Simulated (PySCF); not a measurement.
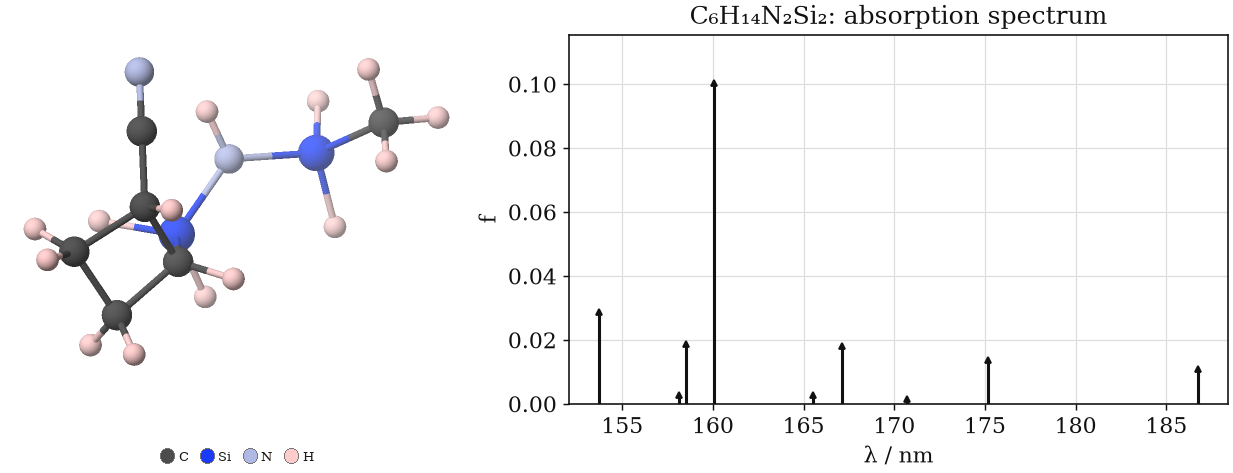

Computed absorption of C₆H₁₄N₂Si₂, SMILES C[SiH2]N[SiH2][C@@H]1CC[C@@H]1C#N. Vertical TDDFT excitations, ωB97X-D/def2-SVPD, PySCF, at a PBE0-D3(BJ)/def2-SVP geometry (no frequency check), gas phase. Only the first 10 singlet excitations are included. States within 0.01 eV of each other are merged, with their strengths summed. The highest state may be half of a pair whose partner wasn't computed.

> Which of the computed transitions is the brightest, and what character does the calculation give it?

S6/S7 at 7.74 eV (160 nm), f = 0.100, mainly HOMO → LUMO+4/LUMO+5.

> Where is the lowest singlet, and is it bright?

S1 lies at 6.64 eV (187 nm) with f = 0.011, mainly HOMO → LUMO+1 (51 %); it is weak.

> List the transitions behind the spectrum.

```csv
state,E (eV),λ (nm),f,main character
S1,6.64,187,0.011,HOMO → LUMO+1 (51 %)
S2,7.08,175,0.014,HOMO → LUMO (56 %)
S3,7.26,171,0.001,HOMO → LUMO+2 (32 %)
S4,7.42,167,0.018,HOMO → LUMO+3 (49 %)
S5,7.49,166,0.003,HOMO−4 → LUMO+1 (18 %)
S6/S7,7.74,160,0.100,HOMO → LUMO+4/LUMO+5
S8,7.82,159,0.019,HOMO → LUMO+6 (18 %)
S9,7.84,158,0.003,HOMO−2 → LUMO+1 (10 %)
S10,8.06,154,0.029,HOMO → LUMO+6 (36 %)
```

Caveats: one conformer of a flexible molecule; core orbitals are frozen in the response.
